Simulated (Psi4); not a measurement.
# HSE06/def2-TZVPP run of [NH4]+ (ammonium)

Aim: the vertical singlet–triplet gap of [NH4]+ (ammonium) at HSE06/def2-TZVPP, from 2 runs. 

The calculation is run with Psi4 1.11.

## Step 1: The molecule

[NH4]+ has 5 atoms, charge +1, and is taken as a singlet. SMILES: `[NH4+]`. The coordinates come from a PBE0-D4/def2-TZVP relaxation.

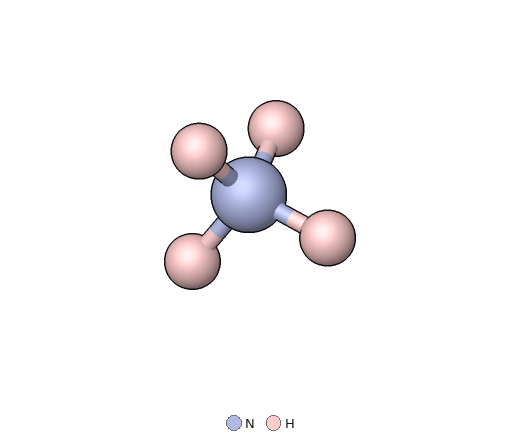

Viewed from a chosen angle; nitrogen light blue, hydrogen pink.

## Step 2: Energy and gradient at HSE06/def2-TZVPP

The input, input.in:

```
memory 1600 mb

molecule geom {
  1 1
  N
  H 1 1.023574
  H 1 1.023569 2 109.47147
  H 1 1.023577 3 109.47124 2 119.99561
  H 1 1.023572 3 109.46912 2 -120.00348
  units angstrom
  symmetry c1
  no_reorient
  no_com
}

set {
  puream               true
  e_convergence        1e-09
  d_convergence        1e-08
  scf_type             pk
  dft_radial_points    99
  dft_spherical_points 590
}

energy_value, wavefunction = gradient('hse06/def2-TZVPP', return_wfn=True)
```

On the command line:

```
$ psi4 input.in input.out -n 1
```

input.out:

```text
[...]
  Running in c1 symmetry.
[...]
  Nuclear repulsion =   16.375268910229742
[...]
  Multiplicity = 1
[...]
  Nalpha       = 5
  Nbeta        = 5
[...]
    Number of basis functions: 87
[...]
   @RKS iter   1:   -56.73785388730665    1.02231e-01   6.73822e-03 ADIIS/DIIS
[...]
   @RKS iter   7:   -56.86151044182076   -7.80886e-12   1.95758e-09 DIIS
[...]
    Orbital Energies [Eh]
    ---------------------
    Doubly Occupied:
       1A    -14.738489     2A     -1.254388     3A     -0.822246
       4A     -0.822231     5A     -0.822227
[...]
  @RKS Final Energy:   -56.86151044182076
   => Energetics <=
    Nuclear Repulsion Energy =             16.3752689102297424
    One-Electron Energy =                -105.0227175937988022
    Two-Electron Energy =                  38.0730019238116881
    DFT Exchange-Correlation Energy =      -6.2870636820633914
    Empirical Dispersion Energy =           0.0000000000000000
    VV10 Nonlocal Energy =                  0.0000000000000000
    Total Energy =                        -56.8615104418207551
[...]
 Multipole Moments:
 ------------------------------------------------------------------------------------
     Multipole            Electronic (a.u.)      Nuclear  (a.u.)        Total (a.u.)
 ------------------------------------------------------------------------------------
 L = 1.  Multiply by 2.5417464519 to convert [e a0] to [Debye]
 Dipole X            :          0.0000182           -0.0000433           -0.0000251
 Dipole Y            :         -0.0000094            0.0000188            0.0000094
 Dipole Z            :          0.0000015           -0.0000027           -0.0000012
 Magnitude           :                                                    0.0000268
[...]
  -Total Gradient:
     Atom            X                  Y                   Z
    ------   -----------------  -----------------  -----------------
       1        0.000009345644     0.000000593201    -0.000000578473
       2       -0.000008007584    -0.000000319387     0.001155164636
       3        0.000002549476     0.001084197746    -0.000385082017
       4       -0.000947323491    -0.000544795179    -0.000380128746
       5        0.000943275987    -0.000539528572    -0.000389513950
[...]
```

It took 18 s on 1 thread of Intel Xeon 6975P-C (Granite Rapids), shared host; peak memory 1.1 GiB.

## Step 3: The triplet: a single-point energy at UHSE06/def2-TZVPP

The input, input.dat:

```
memory 1.6 GB

molecule geom {
  1 3
  N
  H 1 R2
  H 1 R3 2 A3
  H 1 R4 3 A4 2 D4
  H 1 R5 3 A5 2 D5

  R2 = 1.023574
  R3 = 1.023569
  A3 = 109.47147
  R4 = 1.023577
  A4 = 109.47124
  D4 = 119.99561
  R5 = 1.023572
  A5 = 109.46912
  D5 = -120.00348
  symmetry c1
}

set reference uks
set puream true
set e_convergence 1e-09
set d_convergence 1e-08
set scf_type pk
set dft_radial_points 99
set dft_spherical_points 590
set maxiter 100

e_tot, wfn = energy('hse06/def2-TZVPP', return_wfn=True)
print_variables()
```

On the command line:

```
$ psi4 -n 1 input.dat output.dat
```

output.dat:

```text
[...]
  Running in c1 symmetry.
[...]
  Nuclear repulsion =   16.375268910229742
[...]
  Multiplicity = 3
[...]
  Nalpha       = 6
  Nbeta        = 4
[...]
    Number of basis functions: 87
[...]
   @UKS iter   1:   -56.29353954705431    5.46545e-01   3.43888e-03 ADIIS/DIIS
[...]
   @UKS iter  34:   -56.32987050613249   -6.44462e-12   3.40199e-09 DIIS
[...]
   @S^2 Observed:                2.003452221E+00
[...]
    Orbital Energies [Eh]
    ---------------------
    Alpha Occupied:
       1A    -14.897496     2A     -1.429506     3A     -1.028343
       4A     -0.963412     5A     -0.949146     6A     -0.346804
    Alpha Virtual:
       7A     -0.267430     8A     -0.237190     9A     -0.222599
      10A     -0.093272    11A     -0.083648    12A     -0.072904
      13A      0.067878    14A      0.097015    15A      0.106937
      16A      0.107418    17A      0.128151    18A      0.135203
      19A      0.278827    20A      0.525174    21A      0.538391
      22A      0.550588    23A      0.726785    24A      0.731539
      25A      0.741571    26A      0.787792    27A      0.801867
[...]
  @UKS Final Energy:   -56.32987050613249
   => Energetics <=
    Nuclear Repulsion Energy =             16.3752689102297424
    One-Electron Energy =                -103.2727997834243610
    Two-Electron Energy =                  36.7475299517209137
    DFT Exchange-Correlation Energy =      -6.1798695846587846
    Empirical Dispersion Energy =           0.0000000000000000
    VV10 Nonlocal Energy =                  0.0000000000000000
    Total Energy =                        -56.3298705061324938
[...]
 Multipole Moments:
 ------------------------------------------------------------------------------------
     Multipole            Electronic (a.u.)      Nuclear  (a.u.)        Total (a.u.)
 ------------------------------------------------------------------------------------
 L = 1.  Multiply by 2.5417464519 to convert [e a0] to [Debye]
 Dipole X            :          0.1819987           -0.0000433            0.1819554
 Dipole Y            :          0.1050432            0.0000188            0.1050620
 Dipole Z            :         -0.1486981           -0.0000027           -0.1487008
 Magnitude           :                                                    0.2574057
[...]
```

Run time: 58 s. Hardware: 1 thread of Intel Xeon 6975P-C (Granite Rapids), shared host; peak memory 1.1 GiB.

## Step 4: What came out

At HSE06/def2-TZVPP:

```
                                        quantity         value
                           singlet: total energy  -56.86151 Eh
                            singlet: HOMO energy     -22.37 eV
                            singlet: LUMO energy      -6.23 eV
                          singlet: HOMO–LUMO gap      16.14 eV
               singlet: largest force on an atom    0.059 eV/Å
                           triplet: total energy  -56.32987 Eh
     triplet: HOMO energy (highest over α and β)      -9.44 eV
                                   triplet: ⟨S²⟩         2.003
vertical energy of the triplet above the singlet     14.467 eV
```

What this shows: At this shape the triplet lies 14.47 eV (1396 kJ/mol) above the singlet.
